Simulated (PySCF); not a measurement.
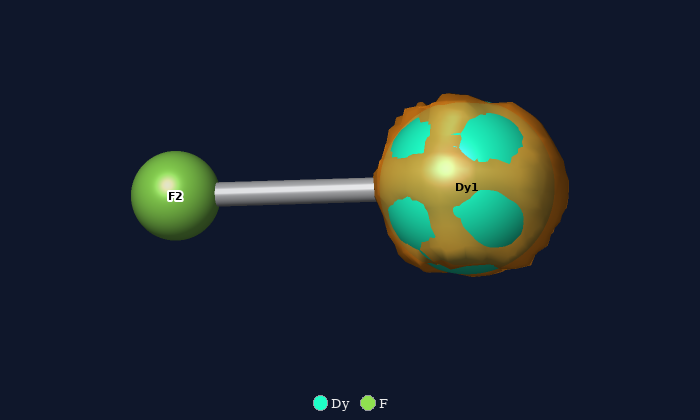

The picture shows: DyF (sextet). Isosurface of the spin density (α minus β) at +1 e/Å³ (orange), seen from one side.

All numbers below come from PBE0/x2c-TZVPall, spin-free X2C-1e, Gaussian nucleus, at a bond length of 1.972 Å (PySCF 2.14.0).

**Where is the unpaired spin?**

The unpaired spin (5 electrons) lies mostly on Dy1 (about 5.0), in electrons by Hirshfeld's partition.
